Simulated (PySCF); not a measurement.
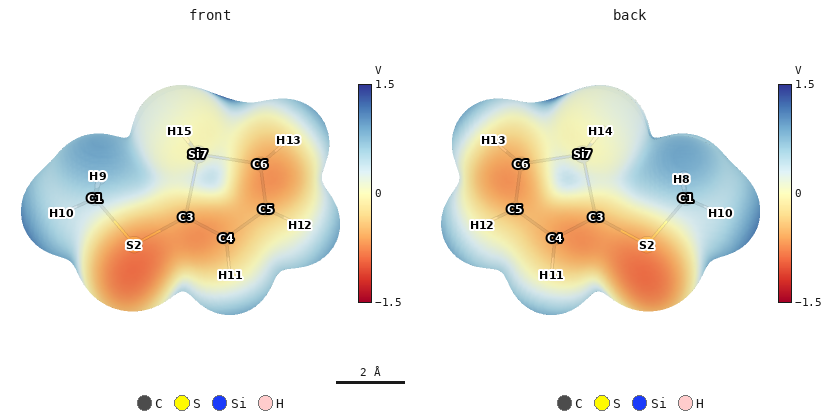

Figure. C5H8SSi. The electrostatic potential painted on the density surface at 0.002 e/bohr³, seen from the front and from behind; the colour scale runs from red (negative) to blue (positive).

Geometry: PBE0-D3(BJ)/def2-SVP.

Method: PBE0/pcSseg-1, SCF density, gas phase, non-relativistic (PySCF).

```xyz
15

C     2.6709   -0.3794   -0.6731
S     1.5402    0.6271   -1.6530
C     0.0383    0.3968   -0.8178
C    -1.1423    0.9447   -1.2130
C    -2.3122    0.6533   -0.3728
C    -2.1415   -0.1239    0.7226
Si   -0.3382   -0.5760    0.7650
H     2.3670   -1.4365   -0.6720
H     2.7475   -0.0072    0.3592
H     3.6566   -0.2966   -1.1512
H    -1.2476    1.5739   -2.1031
H    -3.2847    1.0718   -0.6578
H    -2.9613   -0.3879    1.3921
H    -0.0383   -2.0345    0.6249
H     0.4269   -0.0570    1.9404
```

Q: Describe the electrostatic potential map.

A: The most negative region (about −0.9 V, or −21 kcal/mol for a unit charge) lies over S2, the most positive (about +1.1 V, or +25 kcal/mol for a unit charge) over Si7 and H10.

Q: How polar is the molecule by this calculation?

A: Its dipole moment is 1.07 D.
